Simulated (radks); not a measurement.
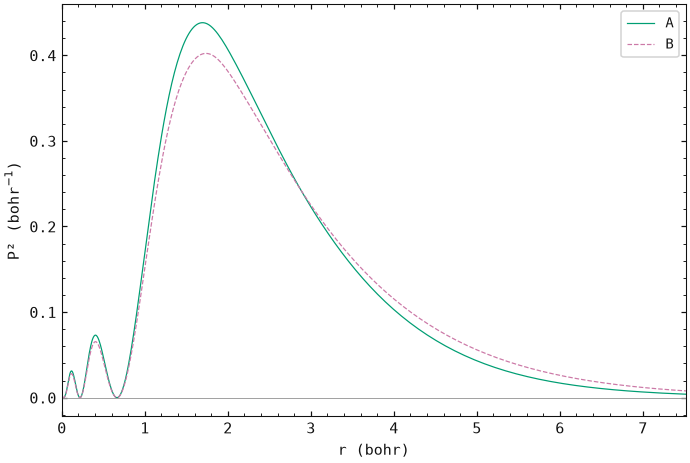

Atomic hafnium (Hf) was computed in two configurations: [Xe] 4f14 5d2 6s2; [Xe] 4f14 5d3 6s1. Theory: scalar-relativistic Kohn-Sham, SCAN, spin-unpolarised, spherical densities, finite nucleus (computed with the in-house radial solver radks).

The plot shows P² of the 5d orbital in both runs (large components where relativistic).

Q: Which curve belongs to which run?

Answer: A is [Xe] 4f14 5d2 6s2 (⟨r⟩ = 2.50 bohr, eigenvalue −2.63 eV); B is [Xe] 4f14 5d3 6s1 (⟨r⟩ = 2.68 bohr, eigenvalue −1.88 eV). The orbital is smaller where the other electrons screen the nucleus less.
